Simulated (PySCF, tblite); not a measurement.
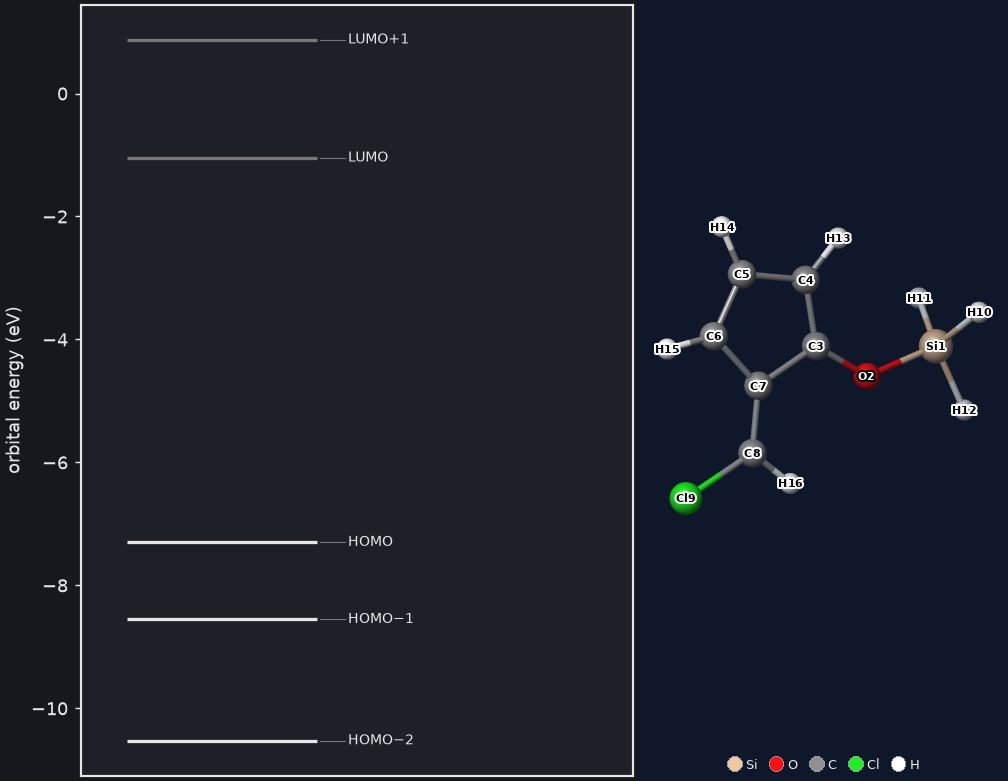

C₆H₇ClOSi, SMILES [SiH3]OC1=CC=C/C1=C\Cl. Kohn-Sham orbital energies near the frontier, CAM-B3LYP/def2-SVPD, PySCF, at a GFN2-xTB geometry (a minimum by its frequencies), isolated molecule; empty levels in grey, levels within 0.03 eV side by side.

> Where do the frontier orbitals lie?

HOMO at −7.30 eV, LUMO at −1.05 eV, 6.25 eV apart.

> List the levels with the atoms that carry most of them (a dash for levels above zero or within 0.03 eV of another, where shares mean little).

```tsv
orbital	energy (eV)	Löwdin shares
LUMO+1	0.88	–
LUMO	−1.05	C8 26 %, C5 14 %, C7 12 %
HOMO	−7.30	C6 24 %, C4 18 %, C3 18 %
HOMO−1	−8.55	Cl9 22 %, C8 22 %, C7 21 %
HOMO−2	−10.52	Cl9 52 %, O2 14 %, C8 7 %
```

Note: the tight-binding geometry is rougher than a DFT one and adds to the error; one conformer of a flexible molecule; empty levels above zero depend strongly on the basis.
